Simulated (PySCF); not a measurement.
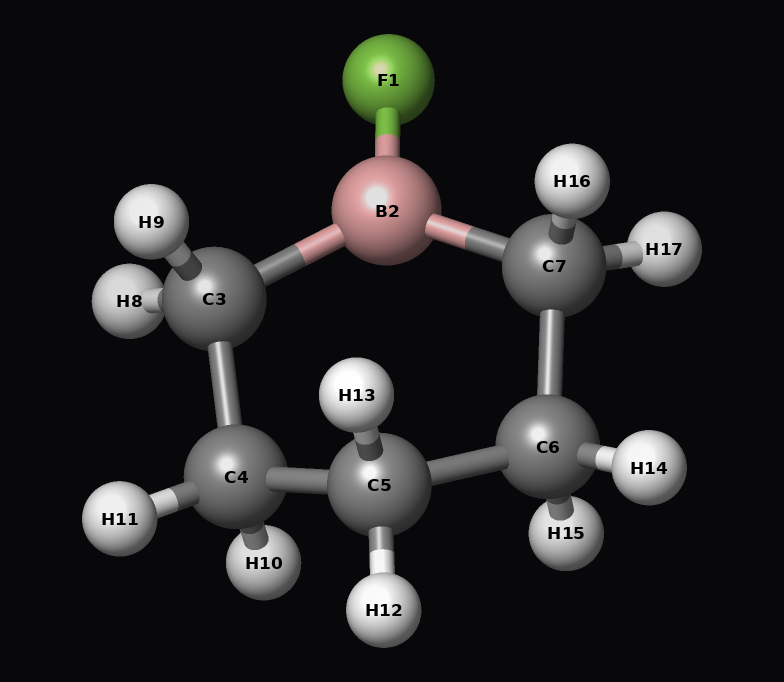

The computed structure is the end point of a GFN2-xTB optimisation. No frequency run is at hand to confirm it as a minimum. Level of theory: B3LYP/pcJ-1 indirect spin-spin coupling, non-relativistic, gas phase (PySCF 2.14.0). Isotopes: 11B, 13C, 19F, 1H.

Give the spin–spin coupling constants of these pairs, with the number of bonds between them: B2/C3, B2/C6, B2/C4, B2/H9, F1/H16.

```json
{"pair": "B2, C3", "bonds apart": "1", "J (Hz)": "58.6"}
{"pair": "B2, C6", "bonds apart": "2", "J (Hz)": "−0.6"}
{"pair": "B2, C4", "bonds apart": "2", "J (Hz)": "−0.6"}
{"pair": "B2, H9", "bonds apart": "2", "J (Hz)": "−5.0"}
{"pair": "F1, H16", "bonds apart": "3", "J (Hz)": "2.5"}
```

Density functionals are unreliable for couplings to fluorine, so those rows may be far off.

The geometry is semi-empirical. Around B such bond lengths and angles can be off by a tenth of an ångström or more and by several degrees, and values that hang on the shape move with them.
